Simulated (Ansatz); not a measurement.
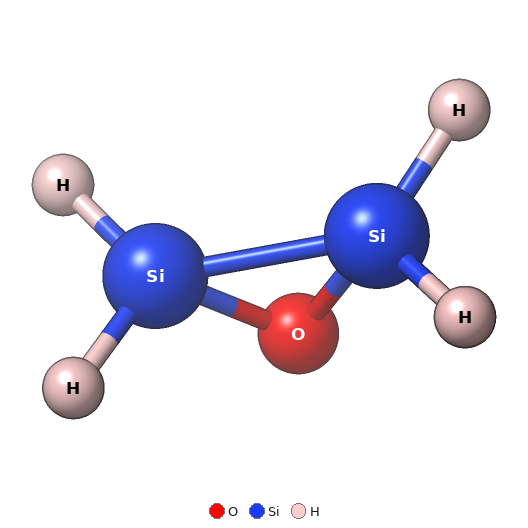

Figure made from data computed with Ansatz.

Orthographic view. Depth is shown by fading: the farther an atom, the more it takes the colour of the background. Geometry: moved along internal coordinates away from the minimum.

Q: Write the InChI string.

A: InChI=1S/H4OSi2/c1-2-3-1/h2-3H2
